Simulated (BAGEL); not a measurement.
**CH6AlNS (SMILES NC[S][AlH2]) at HF/STO-3G (density fitting with qzvpp-jkfit)**

What is the vertical ionisation energy of CH6AlNS at HF/STO-3G (density fitting with qzvpp-jkfit)? 

The calculation is run with BAGEL 1.2.2.

1 further run of the same task is left out (set aside as unsound or not needed). Runs told in other sessions of the task aren't counted.

## 1. Starting point

The species is CH6AlNS (10 atoms), meant as a singlet with charge 0. As SMILES, `NC[S][AlH2]`. The shape is that of a PBE0-D4/def2-TZVP optimisation. This is one conformer, not always the lowest.

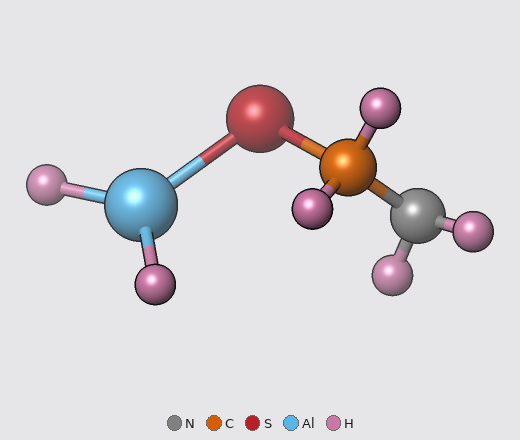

Viewed from a chosen angle; nitrogen grey, carbon orange, sulfur red, aluminium blue, hydrogen pink.

## 2. A single-point energy at HF/STO-3G (density fitting with qzvpp-jkfit)

File hf.json:

```json
{ "bagel": [

{
  "title": "molecule",
  "basis": "sto-3g",
  "df_basis": "qzvpp-jkfit",
  "angstrom": "true",
  "geometry": [
    { "atom": "N", "xyz": [      -0.639600,       1.524200,       0.837500 ] },
    { "atom": "C", "xyz": [      -0.122200,       0.187400,       0.965400 ] },
    { "atom": "S", "xyz": [      -1.103800,      -0.972000,      -0.059800 ] },
    { "atom": "Al", "xyz": [       0.321000,      -1.476300,      -1.614300 ] },
    { "atom": "H", "xyz": [      -0.442700,       1.907300,      -0.078200 ] },
    { "atom": "H", "xyz": [      -0.231900,       2.135500,       1.534300 ] },
    { "atom": "H", "xyz": [      -0.251900,      -0.141300,       1.997800 ] },
    { "atom": "H", "xyz": [       0.935600,       0.063100,       0.701300 ] },
    { "atom": "H", "xyz": [      -0.126100,      -2.498900,      -2.732700 ] },
    { "atom": "H", "xyz": [       1.744800,      -0.780100,      -1.548400 ] }
  ]
},

{
  "title": "hf"
},

{
  "title": "print",
  "file": "orbitals.molden",
  "orbitals": "true"
}

]}
```

Launch:

```sh
BAGEL_NUM_THREADS=1 BAGEL hf.json > hf.out
```

The log of the run:

```text
* using 1 threads per process

  ===============================================================
  ===============================================================

  *** Geometry ***

  { "atom" : "N", "xyz" : [     -1.208669,      2.880321,      1.582646 ] },
  { "atom" : "C", "xyz" : [     -0.230925,      0.354135,      1.824342 ] },
  { "atom" : "S", "xyz" : [     -2.085880,     -1.836814,     -0.113006 ] },
  { "atom" : "Al", "xyz" : [      0.606602,     -2.789803,     -3.050585 ] },
  { "atom" : "H", "xyz" : [     -0.836582,      3.604275,     -0.147777 ] },
  { "atom" : "H", "xyz" : [     -0.438227,      4.035510,      2.899407 ] },
  { "atom" : "H", "xyz" : [     -0.476022,     -0.267018,      3.775295 ] },
  { "atom" : "H", "xyz" : [      1.768028,      0.119242,      1.325265 ] },
  { "atom" : "H", "xyz" : [     -0.238294,     -4.722237,     -5.164055 ] },
  { "atom" : "H", "xyz" : [      3.297194,     -1.474175,     -2.926052 ] },

  Number of auxiliary basis functions:      516

  Since a DF basis is specified, we compute 2- and 3-index integrals:
    o Being stored without compression. Storage requirement is 0.005 GB

  Number of basis functions:       34
  Number of electrons      :       48

    * METHOD: MOLECULE                             0.34

  *** RHF ***

  === Nuclear Repulsion ===
   200.6216666630

      * DIIS with orbital gradients will be used.

  === RHF iteration (sto-3g) ===
      0       -726.74490383          0.01335286           0.04
      1       -726.82383598          0.00369146           0.04
      2       -726.82956962          0.00078255           0.04
      3       -726.83003943          0.00012862           0.04
      4       -726.83005059          0.00003365           0.04
      5       -726.83005173          0.00000442           0.04
      6       -726.83005175          0.00000077           0.04
      7       -726.83005175          0.00000020           0.04
      8       -726.83005175          0.00000005           0.04
      9       -726.83005175          0.00000001           0.04
     10       -726.83005175          0.00000000           0.04
    * SCF iteration converged.

    * Permanent dipole moment:
           (   -0.984694,    -0.048625,     0.322833) a.u.

    * METHOD: HF                                   0.61

    * METHOD: PRINT                                0.00

  ===============================================================
```

Run time: 1.1 s. Hardware: 1 thread of Arm Neoverse N1, shared host; peak memory 0.083 GiB.

## 3. The doublet cation, same level

File input.json:

```json
{ "bagel" : [

{
  "title" : "molecule",
  "basis" : "sto-3g",
  "df_basis" : "qzvpp-jkfit",
  "angstrom" : true,
  "geometry" : [
    { "atom" : "N", "xyz" : [      -0.639600,       1.524200,       0.837500 ] },
    { "atom" : "C", "xyz" : [      -0.122200,       0.187400,       0.965400 ] },
    { "atom" : "S", "xyz" : [      -1.103800,      -0.972000,      -0.059800 ] },
    { "atom" : "Al", "xyz" : [       0.321000,      -1.476300,      -1.614300 ] },
    { "atom" : "H", "xyz" : [      -0.442700,       1.907300,      -0.078200 ] },
    { "atom" : "H", "xyz" : [      -0.231900,       2.135500,       1.534300 ] },
    { "atom" : "H", "xyz" : [      -0.251900,      -0.141300,       1.997800 ] },
    { "atom" : "H", "xyz" : [       0.935600,       0.063100,       0.701300 ] },
    { "atom" : "H", "xyz" : [      -0.126100,      -2.498900,      -2.732700 ] },
    { "atom" : "H", "xyz" : [       1.744800,      -0.780100,      -1.548400 ] }
  ]
},

{ "title" : "uhf", "charge" : 1, "nopen" : 1 },

{ "title" : "print", "file" : "orbitals.molden", "orbitals" : true }

]}
```

Launch:

```sh
BAGEL_NUM_THREADS=1 BAGEL input.json > input.out
```

The log of the run:

```text
* using 1 threads per process

  ===============================================================
  ===============================================================

  *** Geometry ***

  { "atom" : "N", "xyz" : [     -1.208669,      2.880321,      1.582646 ] },
  { "atom" : "C", "xyz" : [     -0.230925,      0.354135,      1.824342 ] },
  { "atom" : "S", "xyz" : [     -2.085880,     -1.836814,     -0.113006 ] },
  { "atom" : "Al", "xyz" : [      0.606602,     -2.789803,     -3.050585 ] },
  { "atom" : "H", "xyz" : [     -0.836582,      3.604275,     -0.147777 ] },
  { "atom" : "H", "xyz" : [     -0.438227,      4.035510,      2.899407 ] },
  { "atom" : "H", "xyz" : [     -0.476022,     -0.267018,      3.775295 ] },
  { "atom" : "H", "xyz" : [      1.768028,      0.119242,      1.325265 ] },
  { "atom" : "H", "xyz" : [     -0.238294,     -4.722237,     -5.164055 ] },
  { "atom" : "H", "xyz" : [      3.297194,     -1.474175,     -2.926052 ] },

  Number of auxiliary basis functions:      516

  Since a DF basis is specified, we compute 2- and 3-index integrals:
    o Being stored without compression. Storage requirement is 0.005 GB

  Number of basis functions:       34
  Number of electrons      :       48

    * METHOD: MOLECULE                             0.34

  *** Open-shell HF ***

  === Nuclear Repulsion ===
   200.6216666630

      * DIIS with orbital gradients will be used.

  === UHF iteration (sto-3g) ===
      0       -726.57470675          0.02515340           0.08
      1       -726.64657118          0.00635273           0.08
      2       -726.65161513          0.00191154           0.08
      3       -726.65227122          0.00063790           0.08
      4       -726.65251198          0.00024253           0.08
      5       -726.65258884          0.00018970           0.08
      6       -726.65265298          0.00014263           0.08
      7       -726.65269978          0.00007237           0.08
      8       -726.65271013          0.00001652           0.08
      9       -726.65271411          0.00000560           0.08
     10       -726.65271569          0.00000216           0.08
     11       -726.65271631          0.00000103           0.08
     12       -726.65271657          0.00000048           0.08
     13       -726.65271665          0.00000023           0.08
     14       -726.65271666          0.00000016           0.08
     15       -726.65271666          0.00000010           0.08
     16       -726.65271666          0.00000006           0.08
     17       -726.65271666          0.00000004           0.08
     18       -726.65271666          0.00000001           0.08
     19       -726.65271666          0.00000001           0.08
    * SCF iteration converged.

    * S^2 (UHF) is 0.7571

    * Permanent dipole moment:
           (   -0.698922,     0.465059,     0.315553) a.u.

    * METHOD: UHF                                  1.77

    * METHOD: PRINT                                0.00

  ===============================================================
```

Run time: 2.3 s. Hardware: 1 thread of Arm Neoverse N1, shared host; peak memory 0.083 GiB.

## 4. Results

At HF/STO-3G (density fitting with qzvpp-jkfit):

| quantity | value |
| --- | --- |
| singlet CH6AlNS: total energy | -726.83005 Eh |
| singlet CH6AlNS: dipole moment | 2.64 D |
| singlet CH6AlNS: HOMO energy | -6.34 eV |
| singlet CH6AlNS: LUMO energy | 8.60 eV |
| singlet CH6AlNS: HOMO–LUMO gap | 14.94 eV |
| doublet cation: total energy | -726.65272 Eh |
| doublet cation: ⟨S²⟩ | 0.757 |
| vertical ionisation energy (to the doublet cation) | 4.826 eV |

The vertical ionisation energy comes to 4.83 eV (466 kJ/mol). The negative HOMO energy of the first species, 6.34 eV, lies 1.52 eV above that difference. In a minimal basis such a difference can be off by several eV, whatever the method.
